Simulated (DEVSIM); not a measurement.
Device: GaP p-n junction from an implanted or diffused profile, at 300 K.

```csv
layer (left to right),material,thickness (μm),Nd (cm⁻³),τn (s),τp (s)
1,GaP,41.0,2e15,3.9e-7,3.9e-7
```

Added acceptor profile: 2.2e18 cm⁻³ × exp(−(x − 0.083 μm)²/(2·(0.22 μm)²)). Left contact: ohmic. Right contact: ohmic. Voltage is applied to the left contact. Recombination: SRH at mid-gap, radiative, Auger. Mobility is μmin + (μ − μmin)/(1 + (N/Nref)^α).

Constants are typed, rounded textbook-type inputs, not results; the design itself was drawn at random and stands for no fabricated device. Values at 300 K.

| parameter | GaP |
|---|---|
| gap (eV) | 2.26 |
| affinity (eV) | 3.8 |
| permittivity | 11.1 |
| Nc (cm⁻³) | 1.8e19 |
| Nv (cm⁻³) | 1.9e19 |
| μn (cm²/Vs) | 250 |
| μp (cm²/Vs) | 150 |
| μn,min | 10 |
| μp,min | 10 |
| Nref,n | 4.4e18 |
| Nref,p | 1e18 |
| αn | 0.8 |
| αp | 0.85 |
| B (cm³/s) | 1e-13 |
| Cn (cm⁶/s) | 1e-30 |
| Cp (cm⁶/s) | 1e-30 |

Simulated with DEVSIM: 1D drift-diffusion, Boltzmann statistics, complete ionisation; no tunnelling, impact ionisation, image-force lowering or self-heating.

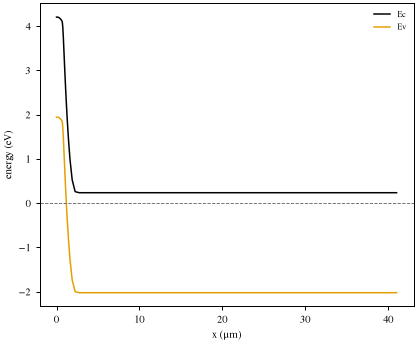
*Band edges at -2.0 V on the left contact*

Energies count from the Fermi level of the right contact; mesh points crowd at the junctions.

```json
[
 {"x (μm)": "0.000", "Ec (eV)": "4.202", "Ev (eV)": "1.942", "n (cm⁻³)": "< 1e2", "p (cm⁻³)": "2.0e18", "field (V/cm)": "430"},
 {"x (μm)": "0.02413", "Ec (eV)": "4.203", "Ev (eV)": "1.943", "n (cm⁻³)": "< 1e2", "p (cm⁻³)": "2.1e18", "field (V/cm)": "310"},
 {"x (μm)": "0.05949", "Ec (eV)": "4.204", "Ev (eV)": "1.944", "n (cm⁻³)": "< 1e2", "p (cm⁻³)": "2.2e18", "field (V/cm)": "130"},
 {"x (μm)": "0.1145", "Ec (eV)": "4.204", "Ev (eV)": "1.944", "n (cm⁻³)": "< 1e2", "p (cm⁻³)": "2.2e18", "field (V/cm)": "-170"},
 {"x (μm)": "0.2268", "Ec (eV)": "4.199", "Ev (eV)": "1.939", "n (cm⁻³)": "< 1e2", "p (cm⁻³)": "1.8e18", "field (V/cm)": "-770"},
 {"x (μm)": "0.3565", "Ec (eV)": "4.184", "Ev (eV)": "1.924", "n (cm⁻³)": "< 1e2", "p (cm⁻³)": "1.0e18", "field (V/cm)": "-1500"},
 {"x (μm)": "0.5274", "Ec (eV)": "4.151", "Ev (eV)": "1.891", "n (cm⁻³)": "< 1e2", "p (cm⁻³)": "2.8e17", "field (V/cm)": "-2400"},
 {"x (μm)": "0.7606", "Ec (eV)": "3.970", "Ev (eV)": "1.710", "n (cm⁻³)": "< 1e2", "p (cm⁻³)": "2.6e14", "field (V/cm)": "-30000"},
 {"x (μm)": "0.9366", "Ec (eV)": "3.260", "Ev (eV)": "1.000", "n (cm⁻³)": "< 1e2", "p (cm⁻³)": "300", "field (V/cm)": "-43000"},
 {"x (μm)": "1.111", "Ec (eV)": "2.545", "Ev (eV)": "0.284", "n (cm⁻³)": "< 1e2", "p (cm⁻³)": "< 1e2", "field (V/cm)": "-39000"},
 {"x (μm)": "1.458", "Ec (eV)": "1.401", "Ev (eV)": "-0.859", "n (cm⁻³)": "< 1e2", "p (cm⁻³)": "< 1e2", "field (V/cm)": "-27000"},
 {"x (μm)": "2.728", "Ec (eV)": "0.236", "Ev (eV)": "-2.025", "n (cm⁻³)": "2.0e15", "p (cm⁻³)": "< 1e2", "field (V/cm)": "-17"},
 {"x (μm)": "5.230", "Ec (eV)": "0.235", "Ev (eV)": "-2.025", "n (cm⁻³)": "2.0e15", "p (cm⁻³)": "< 1e2", "field (V/cm)": "≈ 0"},
 {"x (μm)": "11.11", "Ec (eV)": "0.235", "Ev (eV)": "-2.025", "n (cm⁻³)": "2.0e15", "p (cm⁻³)": "< 1e2", "field (V/cm)": "≈ 0"},
 {"x (μm)": "27.92", "Ec (eV)": "0.235", "Ev (eV)": "-2.025", "n (cm⁻³)": "2.0e15", "p (cm⁻³)": "< 1e2", "field (V/cm)": "≈ 0"},
 {"x (μm)": "35.23", "Ec (eV)": "0.235", "Ev (eV)": "-2.025", "n (cm⁻³)": "2.0e15", "p (cm⁻³)": "< 1e2", "field (V/cm)": "≈ 0"},
 {"x (μm)": "38.46", "Ec (eV)": "0.235", "Ev (eV)": "-2.025", "n (cm⁻³)": "2.0e15", "p (cm⁻³)": "< 1e2", "field (V/cm)": "≈ 0"},
 {"x (μm)": "39.93", "Ec (eV)": "0.235", "Ev (eV)": "-2.025", "n (cm⁻³)": "2.0e15", "p (cm⁻³)": "< 1e2", "field (V/cm)": "≈ 0"},
 {"x (μm)": "40.66", "Ec (eV)": "0.235", "Ev (eV)": "-2.025", "n (cm⁻³)": "2.0e15", "p (cm⁻³)": "< 1e2", "field (V/cm)": "≈ 0"},
 {"x (μm)": "40.86", "Ec (eV)": "0.235", "Ev (eV)": "-2.025", "n (cm⁻³)": "2.0e15", "p (cm⁻³)": "< 1e2", "field (V/cm)": "≈ 0"},
 {"x (μm)": "40.95", "Ec (eV)": "0.235", "Ev (eV)": "-2.025", "n (cm⁻³)": "2.0e15", "p (cm⁻³)": "< 1e2", "field (V/cm)": "≈ 0"},
 {"x (μm)": "41.00", "Ec (eV)": "0.235", "Ev (eV)": "-2.025", "n (cm⁻³)": "2.0e15", "p (cm⁻³)": "< 1e2", "field (V/cm)": "≈ 0"}
]
```
